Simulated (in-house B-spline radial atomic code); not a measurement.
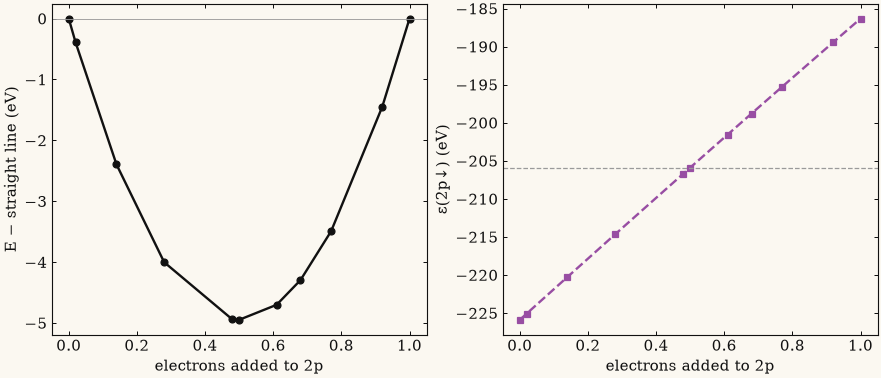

Method: non-relativistic PW91, spin-polarised, spherical fractional occupations, point nucleus, basis-set limit; computed with an in-house B-spline radial code. The occupation of the 2p shell is varied from Si⁶⁺ ([He] 2s2 2p4 (high spin)) to Si⁵⁺ ([He] 2s2 2p5 (high spin)), with spherical fractional occupations. The plot shows the total energy less the straight line between the end points, and the eigenvalue of 2p↓ (the dashed line is minus the energy to take the whole electron out).

### Describe the curve.

The curve is convex (below the straight line), with the largest deviation among the points computed, −4.95 eV, at 0.5. The end points differ by 206.0 eV, the energy to take the electron out. The eigenvalue, which is the slope of the energy (Janak's theorem), moves from −225.9 eV at 0 to −186.3 eV at 1; for a straight line it would stay constant, and a parabola would sag by an eighth of this change, scaled to a whole electron, 4.95 eV. Convexity is the mark of the delocalisation error, which puts fractional charges too low; for p, d and f shells the spherical spreading of the fraction adds to it.
